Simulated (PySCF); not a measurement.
# GeCl₄: structure of the singlet

The task is one start of a wider search on GeCl₄: the singlet, from a PBE0 minimum start. It is relaxed, tested by its Hessian and followed downhill if it is a saddle.

Method: PBE0, basis Ge def2-SVP, Cl def2-SVP, no relativity, density fitting; program: PySCF 2.14.0.

## 1. The system as given

5 atoms, charge 0, spin multiplicity 1.

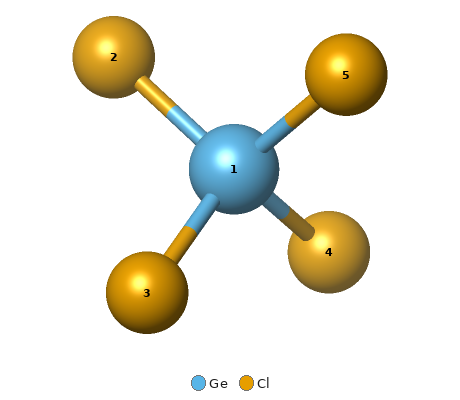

Start geometry, drawn with germanium blue, chlorine amber; atoms are numbered from 1 in the order of the file.

Z-matrix (Å, degrees; charge 0 multiplicity 1):
```
Ge
Cl 1 2.1260
Cl 1 2.1260 2 109.47
Cl 1 2.1260 2 109.47 3 120.00
Cl 1 2.1260 2 109.47 3 -120.00
```

## 2. Finding the electronic state

One driver script runs all steps and calls PySCF; scf.py shows how it sets up the SCF of each step. The optimiser is the driver's own. After this first run the driver tries any further starts and a stability analysis.

Input file scf.py:

```python
from pyscf import gto, scf, dft
mol = gto.M(atom='''
Ge     0.000000     0.000000    -0.000000
Cl     1.735872    -0.000075     1.227447
Cl    -1.735872    -0.000000     1.227447
Cl     0.000037     1.735909    -1.227394
Cl    -0.000037    -1.735834    -1.227500''',
    basis={'Ge': 'def2-SVP', 'Cl': 'def2-SVP'},
    charge=0, spin=0)
mf = dft.RKS(mol, xc='PBE0')
mf.grids.atom_grid = (50, 194)
aux = {'Ge': 'def2-universal-JKFIT', 'Cl': 'def2-universal-JKFIT'}
mf = mf.density_fit(auxbasis=aux)
mf.conv_tol = 1e-08
mf.diis_space = 10
mf.max_cycle = 60
mf.init_guess = 'minao'
mf.verbose = 4
mf.kernel()
```

Started as:

```bash
> OMP_NUM_THREADS=2 python axn.py task.json out
```

After this run come: Relaxing the singlet from the PBE0 minimum start; Hessian and properties.

What does the calculation give? Wanted: minimum; geometry; wavenumbers; dipole moment; highest occupied, lowest empty level; polar-tensor charge of Ge1; zero-point energy; atomisation energy.

**Answer**, as computed:

```
                                 quantity                                     value
                                  minimum                               singlet, Td
                                 geometry  Ge–Cl 2.126 Å (×4); Cl–Ge–Cl 109.5° (×6)
                       wavenumbers (cm⁻¹)     124 (e), 168 (t2), 394 (a1), 468 (t2)
                            dipole moment                                    0.00 D
     highest occupied, lowest empty level                           -9.54, -2.18 eV
               polar-tensor charge of Ge1                                   +2.01 e
                        zero-point energy                               15.2 kJ/mol
                      entropy at 298.15 K                           348.8 J/(mol K)
atomisation energy (no zero-point energy)                               1380 kJ/mol
```

The PBE0 minimum start keeps its Td symmetry and ends in a minimum. In the infrared the band at 468 cm⁻¹ (t2, stretch) leads. The dipole vanishes although Ge1 carries +2.0 e by the polar tensor: the bond dipoles cancel. Other starts or spin states, not run here, may lie lower.
